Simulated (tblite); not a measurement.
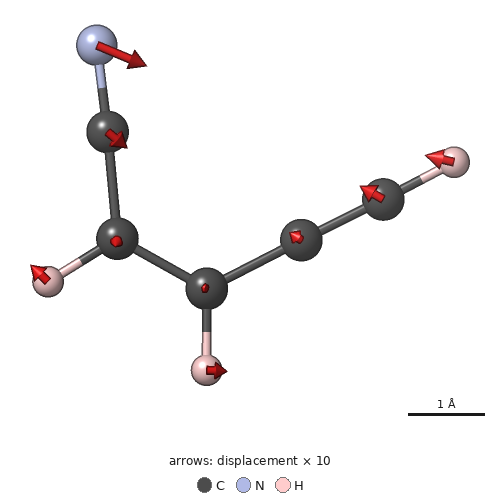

A relaxation of C$_{5}$H$_{3}$N. The starting structure is drawn; red arrows show the displacements, magnified 10 times. The two geometries are superimposed by the best rigid fit.

Style: ball-and-stick. Shown face on.

Computed with GFN2-xTB geometry optimisation, gas phase in tblite 0.8.0. 

### What did the optimiser do to the structure, and how much energy did it gain?

The N atom moves most after the best rigid fit: 0.073 Å. Largest moves by element: N 0.073 Å, H 0.040 Å, C 0.037 Å. Some distances before and after: C–C 1.418 → 1.406 Å, C–H 1.060 → 1.049 Å, C–N 1.158 → 1.147 Å, C–C 1.353 → 1.342 Å. Among the angles between lasting bonds that change: C–C–H 118.8° → 121.4°. Over 33 geometry steps the energy falls by 2.98 kJ/mol. Cost: 0.12 s on 1 thread of Arm Neoverse V1 (shared host).
